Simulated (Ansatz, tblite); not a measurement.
# Ge(OH)2H2 (GeH4O2): removing and adding an electron

Aim: the energy of removing and adding an electron for Ge(OH)2H2 (GeH4O2), by energy differences, and how well orbital energies stand in for it.

Method: as each input shows; program: Ansatz 0.2.0, Gaussian basis.

Levels to be run: charge +1 doublet, at the geometry of the singlet (PBE0-D4/def2-TZVP, PBE-D4/def2-TZVP, r2SCAN-D4/def2-TZVP, CCSD(T)/def2-TZVPP); charge -1 doublet, at the geometry of the singlet (PBE0-D4/def2-TZVPD, PBE-D4/def2-TZVPD, r2SCAN-D4/def2-TZVPD); the starting singlet's energies come from earlier runs.

**1. The geometry**

The singlet was relaxed beforehand with r2SCAN-D4/def2-TZVP.

7 atoms, charge 0, spin multiplicity 1.

Atoms are counted from 1 here; the program's logs count them from 0.

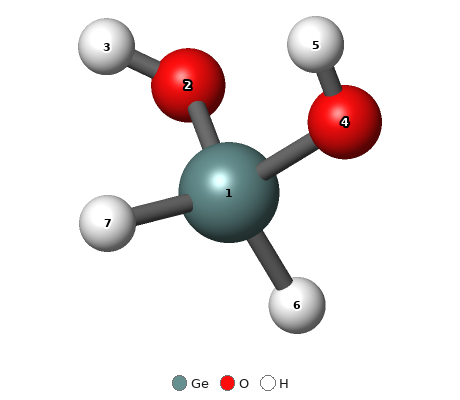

The geometry (germanium teal, oxygen red, hydrogen white); atoms are numbered from 1 in the order of the file.

Geometry (Å):

```
Ge   -0.2895    0.1808   -0.3582
O    -0.4523    0.4629    1.3919
H    -0.7536   -0.3201    1.8630
O     1.4279    0.0386   -0.7820
H     1.8639   -0.6865   -0.3220
H    -0.7498    1.4389   -1.0833
H    -1.0466   -1.1147   -0.7094
```

**2. Charge +1 doublet at the fixed geometry, first pass, PBE0-D4/def2-SVP**

in.yaml

```yaml
crystal:
  periodic: [false, false, false]
  atoms:
    - {symbol: Ge, position_ang: [-0.289546, 0.180848, -0.358228]}
    - {symbol: O, position_ang: [-0.452303, 0.462936, 1.391887]}
    - {symbol: H, position_ang: [-0.753581, -0.320086, 1.863025]}
    - {symbol: O, position_ang: [1.427925, 0.038647, -0.781998]}
    - {symbol: H, position_ang: [1.863904, -0.686519, -0.322008]}
    - {symbol: H, position_ang: [-0.749767, 1.438885, -1.083276]}
    - {symbol: H, position_ang: [-1.046631, -1.114721, -0.709411]}
basis:
  gaussian: {orbitals: def2-SVP}
total_charge: 1
magnetization: {spin_polarized: true, initial_magnetization: 1}
hamiltonian: {xc: pbe0, dispersion: d4}
output: {orbitals: {seedname: orbitals}}
```

On the command line:

```bash
$ ansatz run in.yaml --threads 4 --pin off --events-out ev --progress --plain --max-ram 3916MiB
```

The program printed:

```text
Functional definition: PBE0
  name "PBE0"
  cite "Adamo & Barone, J. Chem. Phys. 110, 6158 (1999) doi:10.1063/1.478522"
  cite "Perdew, Burke & Ernzerhof, Phys. Rev. Lett. 77, 3865 (1996) doi:10.1103/PhysRevLett.77.3865"
  parent pbe
  parameter a = 0.25
  parameter kappa = 0.804
  parameter beta = 0.06672455060314922
  exchange = (1 - a)*pbe_x(kappa = kappa, mu = beta*pi^2/3) + a*exact_x
  correlation = pbe_c(beta = beta)
780 factors; integrals over basis functions are off by at most 1.2e-3 eV
mean field evaluation 1: about -60624.4031 eV, gradient 7.4e1 eV
mean field evaluation 2: about -60495.9046 eV, gradient 1.7e2 eV
mean field evaluation 4: about -60642.9467 eV, gradient 2.3e1 eV
mean field evaluation 8: about -60645.5497 eV, gradient 1.4e0 eV
mean field evaluation 16: about -60645.6531 eV, gradient 4.5e-2 eV
mean field evaluation 32: about -60645.6531 eV, gradient 3.7e-5 eV
mean field -60645.65312914 eV, -2228.6866453957 hartree, gradient 2.6e-5 eV, S^2 0.762464; 4 other end points of the search recorded, 0 dependent functions left out
reference -60645.65315045 eV, -2228.6866461790 hartree; 26, 25 occupied and 54, 55 virtual orbitals, 780 factors
Total energy: -60645.71704658 eV, -2228.6889943183 hartree
```

It took 2.3 s on 4 threads of Arm Neoverse V1, shared host.

HOMO -15.51 eV, LUMO -13.23 eV (over both spins); ⟨S²⟩ 0.762 (pure: 0.75).

**3. Charge +1 doublet at the fixed geometry, PBE0-D4/def2-TZVP**

start.molden holds the orbitals of an earlier run on this state, given as this run's starting guess.

Changes to in.yaml since step 2:

```diff
@@ -11,3 +11,3 @@
 basis:
-  gaussian: {orbitals: def2-SVP}
+  gaussian: {orbitals: def2-TZVP, initial_orbitals: start.molden}
 total_charge: 1
@@ -15,2 +15,3 @@
 hamiltonian: {xc: pbe0, dispersion: d4}
+scf: {omitted_lower_state_checks: [starts]}
 output: {orbitals: {seedname: orbitals}}
```

Same command.

The program printed:

```text
Functional definition: PBE0
  name "PBE0"
  cite "Adamo & Barone, J. Chem. Phys. 110, 6158 (1999) doi:10.1063/1.478522"
  cite "Perdew, Burke & Ernzerhof, Phys. Rev. Lett. 77, 3865 (1996) doi:10.1103/PhysRevLett.77.3865"
  parent pbe
  parameter a = 0.25
  parameter kappa = 0.804
  parameter beta = 0.06672455060314922
  exchange = (1 - a)*pbe_x(kappa = kappa, mu = beta*pi^2/3) + a*exact_x
  correlation = pbe_c(beta = beta)
these checks for a lower state are left out or cut short: starts
879 factors; their error is unknown
mean field evaluation 1: about -60654.9886 eV, gradient 1.2e2 eV
mean field evaluation 2: about -60657.6353 eV, gradient 3.3e0 eV
mean field evaluation 4: about -60657.9611 eV, gradient 2.1e-1 eV
mean field evaluation 8: about -60657.9612 eV, gradient 8.3e-5 eV
mean field -60657.96124321 eV, -2229.1389602452 hartree, gradient 1.1e-5 eV, S^2 0.763244; 0 other end points of the search recorded, 0 dependent functions left out
reference -60657.96126653 eV, -2229.1389611020 hartree; 26, 25 occupied and 108, 109 virtual orbitals, 879 factors
Total energy: -60658.02516265 eV, -2229.1413092413 hartree
Checks for a lower state left out: starts
```

Wall time 3.3 s (4 threads of Arm Neoverse V1, shared host).

From the report: HOMO -15.55 eV, LUMO -13.26 eV (over both spins); ⟨S²⟩ 0.763 (pure: 0.75).

**4. Charge +1 doublet at the fixed geometry, PBE-D4/def2-TZVP**

Changes to in.yaml since step 3:

```diff
@@ -14,3 +14,3 @@
 magnetization: {spin_polarized: true, initial_magnetization: 1}
-hamiltonian: {xc: pbe0, dispersion: d4}
+hamiltonian: {xc: pbe, dispersion: d4}
 scf: {omitted_lower_state_checks: [starts]}
```

The command is unchanged.

The program printed:

```text
Functional definition: PBE
  name "PBE"
  cite "Perdew, Burke & Ernzerhof, Phys. Rev. Lett. 77, 3865 (1996) doi:10.1103/PhysRevLett.77.3865"
  parent pbe
  parameter kappa = 0.804
  parameter beta = 0.06672455060314922
  exchange = pbe_x(kappa = kappa, mu = beta*pi^2/3)
  correlation = pbe_c(beta = beta)
these checks for a lower state are left out or cut short: starts
836 factors; their error is unknown
mean field evaluation 1: about -60656.8444 eV, gradient 7.6e0 eV
mean field evaluation 2: about -60656.9774 eV, gradient 2.0e-1 eV
mean field evaluation 4: about -60656.9641 eV, gradient 1.1e-2 eV
mean field evaluation 8: about -60656.9641 eV, gradient 1.5e-5 eV
mean field -60656.96411403 eV, -2229.1023164238 hartree, gradient 1.5e-5 eV, S^2 0.753851; 0 other end points of the search recorded, 0 dependent functions left out
reference -60656.96414526 eV, -2229.1023175715 hartree; 26, 25 occupied and 108, 109 virtual orbitals, 836 factors
Total energy: -60657.04102046 eV, -2229.1051426828 hartree
Checks for a lower state left out: starts
```

It took 1.9 s on 4 threads of Arm Neoverse V1, shared host.

From the report: HOMO -14.23 eV, LUMO -13.89 eV (over both spins); ⟨S²⟩ 0.754 (pure: 0.75).

**5. Charge +1 doublet at the fixed geometry, r2SCAN-D4/def2-TZVP**

Changes to in.yaml since step 4:

```diff
@@ -14,3 +14,3 @@
 magnetization: {spin_polarized: true, initial_magnetization: 1}
-hamiltonian: {xc: pbe, dispersion: d4}
+hamiltonian: {xc: r2scan, dispersion: d4}
 scf: {omitted_lower_state_checks: [starts]}
```

Launched as before.

The program printed:

```text
Functional definition: r2SCAN
  name "r2SCAN"
  cite "Furness, Kaplan, Ning, Perdew & Sun, J. Phys. Chem. Lett. 11, 8208 (2020) doi:10.1021/acs.jpclett.0c02405"
  cite "Furness, Kaplan, Ning, Perdew & Sun, J. Phys. Chem. Lett. 11, 9248 (2020) doi:10.1021/acs.jpclett.0c03077"
  parent r2scan
  parameter k0 = 0.174
  parameter k1 = 0.065
  parameter a1 = 4.9479
  exchange = r2scan_x(k0 = k0, k1 = k1, a1 = a1)
  correlation = r2scan_c
these checks for a lower state are left out or cut short: starts
836 factors; their error is unknown
mean field evaluation 1: about -60667.5303 eV, gradient 4.6e0 eV
mean field evaluation 2: about -60667.5669 eV, gradient 6.6e-2 eV
mean field evaluation 4: about -60667.5526 eV, gradient 3.4e-3 eV
mean field evaluation 8: about -60667.5526 eV, gradient 7.5e-5 eV
mean field -60667.55263511 eV, -2229.4914373963 hartree, gradient 2.6e-5 eV, S^2 0.759019; 0 other end points of the search recorded, 0 dependent functions left out
reference -60667.55264500 eV, -2229.4914377596 hartree; 26, 25 occupied and 108, 109 virtual orbitals, 836 factors
Total energy: -60667.57008980 eV, -2229.4920788442 hartree
Checks for a lower state left out: starts
```

Run time: 4.3 s. Hardware: 4 threads of Arm Neoverse V1, shared host.

HOMO -14.52 eV, LUMO -13.93 eV (over both spins); ⟨S²⟩ 0.759 (pure: 0.75).

**6. Charge +1 doublet at the fixed geometry, CCSD(T)/def2-TZVPP**

Changes to in.yaml since step 5:

```diff
@@ -11,7 +11,7 @@
 basis:
-  gaussian: {orbitals: def2-TZVP, initial_orbitals: start.molden}
+  gaussian: {orbitals: def2-TZVPP, initial_orbitals: start.molden}
 total_charge: 1
 magnetization: {spin_polarized: true, initial_magnetization: 1}
-hamiltonian: {xc: r2scan, dispersion: d4}
-scf: {omitted_lower_state_checks: [starts]}
+correlation: {method: ccsd_t}
+scf: {omitted_lower_state_checks: [starts, cluster_reference]}
 output: {orbitals: {seedname: orbitals}}
```

The command is unchanged.

The program printed (excerpt; [...] marks lines left out):

```text
Functional definition: HF
  name "HF"
  cite "Fock, Z. Phys. 61, 126 (1930) doi:10.1007/BF01340294"
  parent pbe
[...]
1033 factors; integrals over basis functions are off by at most 8.4e-4 eV
[...]
mean field -60604.27754590 eV, -2227.1661207572 hartree, gradient 3.3e-6 eV, S^2 0.758896; 0 other end points of the search recorded, 0 dependent functions left out
11 core orbitals not correlated: weight in the atoms' cores, before any rotation towards them, 1.000 or more for the frozen orbitals, at most 0.000 for the correlated occupied ones
reference -60604.27754590 eV, -2227.1661207572 hartree; 15, 14 occupied and 140, 141 virtual orbitals, 1033 factors
second order -18.57632711 eV of doubles, -0.00000000 eV of singles
cycle   1  -18.55786235 eV  change    1.8e-2 eV  update   1.1e-1
[...]
cycle  26  -19.33507800 eV  change   -1.2e-5 eV  update   1.8e-5
perturbative correction -0.71372141 eV, -0.0262287779 hartree
Total energy: -60624.32634530 eV, -2227.9029005457 hartree
Checks for a lower state left out: starts, cluster_reference
```

Run time: 3.3 min. Hardware: 4 threads of Arm Neoverse V1, shared host; peak memory 3.4 GiB.

Report: Hartree-Fock HOMO -18.68 eV, LUMO -7.63 eV (over both spins); ⟨S²⟩ 0.759 (pure: 0.75); T1 0.048. Doubts: large T1 diagnostic.

**7. Vertical ionisation energy**

Charged state less starting state, singlet to doublet; the starting state's energies are those of its earlier runs.

```csv
level,vertical ionisation energy (eV),time
HF/def2-TZVPP†,+10.17,
PBE-D4/def2-TZVP,+10.48,2.7 s
r2SCAN-D4/def2-TZVP,+10.68,6.2 s
PBE0-D4/def2-TZVP,+10.97,4.4 s
MP2/def2-TZVPP†,+11.94,
CCSD/def2-TZVPP†,+11.44,
CCSD(T)/def2-TZVPP†,+11.44,3.8 min
```

Times add the two runs; a level without a time comes out of a correlated run. † marks a level with a doubtful state (flagged, unstable, out of aufbau order, or strongly spin-contaminated); such levels are left out of the summary. CCSD(T)/def2-TZVPP is no safe reference here (large T1 diagnostic).

Beside −ε(HOMO) of the starting state:

```csv
level,−ε(HOMO) (eV),by difference (eV),mismatch (eV)
PBE-D4/def2-TZVP,6.98,10.48,-3.50
r2SCAN-D4/def2-TZVP,7.37,10.68,-3.31
PBE0-D4/def2-TZVP,8.65,10.97,-2.32
```

**8. Charge -1 doublet at the fixed geometry, first pass, PBE0-D4/def2-SVP**

Changes to in.yaml since step 6:

```diff
@@ -11,7 +11,6 @@
 basis:
-  gaussian: {orbitals: def2-TZVPP, initial_orbitals: start.molden}
-total_charge: 1
+  gaussian: {orbitals: def2-SVP}
+total_charge: -1
 magnetization: {spin_polarized: true, initial_magnetization: 1}
-correlation: {method: ccsd_t}
-scf: {omitted_lower_state_checks: [starts, cluster_reference]}
+hamiltonian: {xc: pbe0, dispersion: d4}
 output: {orbitals: {seedname: orbitals}}
```

Launched as before.

The program printed (excerpt; [...] marks lines left out):

```text
Functional definition: PBE0
  name "PBE0"
  cite "Adamo & Barone, J. Chem. Phys. 110, 6158 (1999) doi:10.1063/1.478522"
  cite "Perdew, Burke & Ernzerhof, Phys. Rev. Lett. 77, 3865 (1996) doi:10.1103/PhysRevLett.77.3865"
  parent pbe
[...]
780 factors; integrals over basis functions are off by at most 1.2e-3 eV
[...]
mean field -60653.76082701 eV, -2228.9845977968 hartree, gradient 1.6e-5 eV, S^2 0.752177; 5 other end points of the search recorded, 0 dependent functions left out
reference -60653.76085470 eV, -2228.9845988145 hartree; 27, 26 occupied and 53, 54 virtual orbitals, 780 factors
Total energy: -60653.86341150 eV, -2228.9883677074 hartree
```

Wall time 3.5 s (4 threads of Arm Neoverse V1, shared host).

From the report: HOMO 4.57 eV, LUMO 6.22 eV (over both spins); ⟨S²⟩ 0.752 (pure: 0.75). Doubts: highest occupied level lies above zero.

**9. Charge -1 doublet at the fixed geometry, PBE0-D4/def2-TZVPD**

Changes to in.yaml since step 8:

```diff
@@ -11,3 +11,3 @@
 basis:
-  gaussian: {orbitals: def2-SVP}
+  gaussian: {orbitals: def2-TZVPD, initial_orbitals: start.molden}
 total_charge: -1
@@ -15,2 +15,3 @@
 hamiltonian: {xc: pbe0, dispersion: d4}
+scf: {omitted_lower_state_checks: [starts]}
 output: {orbitals: {seedname: orbitals}}
```

The command is unchanged.

The program printed:

```text
Functional definition: PBE0
  name "PBE0"
  cite "Adamo & Barone, J. Chem. Phys. 110, 6158 (1999) doi:10.1063/1.478522"
  cite "Perdew, Burke & Ernzerhof, Phys. Rev. Lett. 77, 3865 (1996) doi:10.1103/PhysRevLett.77.3865"
  parent pbe
  parameter a = 0.25
  parameter kappa = 0.804
  parameter beta = 0.06672455060314922
  exchange = (1 - a)*pbe_x(kappa = kappa, mu = beta*pi^2/3) + a*exact_x
  correlation = pbe_c(beta = beta)
these checks for a lower state are left out or cut short: starts
998 factors; their error is unknown
mean field evaluation 1: about -60662.9462 eV, gradient 1.2e2 eV
mean field evaluation 2: about -60666.6399 eV, gradient 6.0e0 eV
mean field evaluation 4: about -60667.9229 eV, gradient 2.1e-1 eV
mean field evaluation 8: about -60668.1599 eV, gradient 3.2e-5 eV
mean field -60668.15991426 eV, -2229.5137544933 hartree, gradient 1.9e-5 eV, S^2 0.750398; 0 other end points of the search recorded, 0 dependent functions left out
reference -60668.15994914 eV, -2229.5137557753 hartree; 27, 26 occupied and 143, 144 virtual orbitals, 998 factors
Total energy: -60668.26250594 eV, -2229.5175246681 hartree
Checks for a lower state left out: starts
```

Run time: 4.2 s. Hardware: 4 threads of Arm Neoverse V1, shared host.

From the report: HOMO 2.06 eV, LUMO 3.43 eV (over both spins); ⟨S²⟩ 0.750 (pure: 0.75). Doubts: highest occupied level lies above zero.

**10. Charge -1 doublet at the fixed geometry, PBE-D4/def2-TZVPD**

Changes to in.yaml since step 9:

```diff
@@ -14,3 +14,3 @@
 magnetization: {spin_polarized: true, initial_magnetization: 1}
-hamiltonian: {xc: pbe0, dispersion: d4}
+hamiltonian: {xc: pbe, dispersion: d4}
 scf: {omitted_lower_state_checks: [starts]}
```

Launched as before.

The program printed:

```text
Functional definition: PBE
  name "PBE"
  cite "Perdew, Burke & Ernzerhof, Phys. Rev. Lett. 77, 3865 (1996) doi:10.1103/PhysRevLett.77.3865"
  parent pbe
  parameter kappa = 0.804
  parameter beta = 0.06672455060314922
  exchange = pbe_x(kappa = kappa, mu = beta*pi^2/3)
  correlation = pbe_c(beta = beta)
these checks for a lower state are left out or cut short: starts
945 factors; their error is unknown
mean field evaluation 1: about -60666.7161 eV, gradient 7.7e0 eV
mean field evaluation 2: about -60666.8381 eV, gradient 1.5e-1 eV
mean field evaluation 4: about -60666.8220 eV, gradient 5.5e-3 eV
mean field evaluation 8: about -60666.8220 eV, gradient 1.7e-5 eV
mean field -60666.82198163 eV, -2229.4645863761 hartree, gradient 1.7e-5 eV, S^2 0.750296; 0 other end points of the search recorded, 0 dependent functions left out
reference -60666.82202802 eV, -2229.4645880807 hartree; 27, 26 occupied and 143, 144 virtual orbitals, 945 factors
Total energy: -60666.94521718 eV, -2229.4691151991 hartree
Checks for a lower state left out: starts
```

Run time: 3.1 s. Hardware: 4 threads of Arm Neoverse V1, shared host.

Report: HOMO 2.41 eV, LUMO 2.90 eV (over both spins); ⟨S²⟩ 0.750 (pure: 0.75). Doubts: highest occupied level lies above zero.

**11. Charge -1 doublet at the fixed geometry, r2SCAN-D4/def2-TZVPD**

Changes to in.yaml since step 10:

```diff
@@ -14,3 +14,3 @@
 magnetization: {spin_polarized: true, initial_magnetization: 1}
-hamiltonian: {xc: pbe, dispersion: d4}
+hamiltonian: {xc: r2scan, dispersion: d4}
 scf: {omitted_lower_state_checks: [starts]}
```

Same command.

The program printed:

```text
Functional definition: r2SCAN
  name "r2SCAN"
  cite "Furness, Kaplan, Ning, Perdew & Sun, J. Phys. Chem. Lett. 11, 8208 (2020) doi:10.1021/acs.jpclett.0c02405"
  cite "Furness, Kaplan, Ning, Perdew & Sun, J. Phys. Chem. Lett. 11, 9248 (2020) doi:10.1021/acs.jpclett.0c03077"
  parent r2scan
  parameter k0 = 0.174
  parameter k1 = 0.065
  parameter a1 = 4.9479
  exchange = r2scan_x(k0 = k0, k1 = k1, a1 = a1)
  correlation = r2scan_c
these checks for a lower state are left out or cut short: starts
945 factors; their error is unknown
mean field evaluation 1: about -60677.4564 eV, gradient 4.6e0 eV
mean field evaluation 2: about -60677.4928 eV, gradient 6.8e-2 eV
mean field evaluation 4: about -60677.4796 eV, gradient 3.0e-3 eV
mean field evaluation 8: about -60677.4796 eV, gradient 1.6e-5 eV
mean field -60677.47955473 eV, -2229.8562449635 hartree, gradient 1.7e-5 eV, S^2 0.750864; 0 other end points of the search recorded, 0 dependent functions left out
reference -60677.47957943 eV, -2229.8562458711 hartree; 27, 26 occupied and 143, 144 virtual orbitals, 945 factors
Total energy: -60677.50846845 eV, -2229.8573075232 hartree
Checks for a lower state left out: starts
```

Wall time 6.5 s (4 threads of Arm Neoverse V1, shared host).

Report: HOMO 2.42 eV, LUMO 3.05 eV (over both spins); ⟨S²⟩ 0.751 (pure: 0.75). Doubts: highest occupied level lies above zero.

**12. Vertical electron affinity**

Starting state less charged state (positive: the electron is bound), singlet to doublet; the starting state's energies are those of its earlier runs.

| level | vertical electron affinity (eV) | time |
| --- | --- | --- |
| PBE-D4/def2-TZVPD | -0.70 | 4.5 s |
| r2SCAN-D4/def2-TZVPD | -0.84 | 9.1 s |
| PBE0-D4/def2-TZVPD | -0.83 | 5.9 s |

Times add the two runs; a level without a time comes out of a correlated run.

Beside −ε(LUMO) of the starting state:

```csv
level,−ε(LUMO) (eV),by difference (eV),mismatch (eV)
PBE-D4/def2-TZVPD,1.02,-0.70,+1.72
r2SCAN-D4/def2-TZVPD,0.45,-0.84,+1.29
PBE0-D4/def2-TZVPD,0.28,-0.83,+1.11
```

**13. Outcome**

| quantity | value |
| --- | --- |
| vertical ionisation energy, functionals in def2-TZVP | 10.48 (PBE-D4) to 10.97 eV (PBE0-D4) |
| vertical electron affinity, functionals in def2-TZVPD | -0.84 (r2SCAN-D4) to -0.70 eV (PBE-D4) |

**Reading.** The vertical ionisation energy spans 10.48 to 10.97 eV over the functionals. −ε(HOMO) misses the level's own difference by -2.32 eV at best (PBE0-D4) and -3.50 eV at worst (PBE-D4). The vertical electron affinity spans -0.84 to -0.70 eV over the functionals. A negative affinity means an unbound electron, held by the basis alone. −ε(LUMO) misses the level's own difference by +1.11 eV at best (PBE0-D4) and +1.72 eV at worst (PBE-D4).
